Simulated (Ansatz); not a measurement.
The compound is BN (space group P6_3/mmc, No. 194), taken as the input geometry of an electronic-structure calculation (not necessarily at equilibrium).

```yaml
crystal:
  lattice:
    - [2.49919, 0.00000, 0.00000]
    - [-1.24960, 2.16436, 0.00000]
    - [0.00000, 0.00000, 7.00405]
  atoms:
    - { symbol: B, position: [0.66667, 0.33333, 0.75000] }
    - { symbol: B, position: [0.33333, 0.66667, 0.25000] }
    - { symbol: N, position: [0.00000, 0.00000, 0.75000] }
    - { symbol: N, position: [0.00000, 0.00000, 0.25000] }
```

Describe how the polyhedra about B are linked (bonds: B–N below 1.6 Å).

B: BN3 triangle, sharing corners with six neighbours.

They form layers of corner-sharing triangles parallel to (001).

Centre to centre across a shared corner: 2.50 Å.

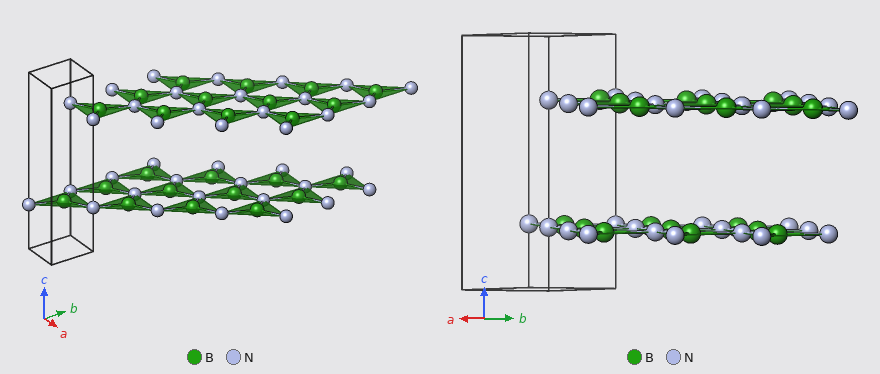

Polyhedra are drawn about B (bonds: B–N below 1.6 Å); other atoms are plain spheres. Two views of the same piece.
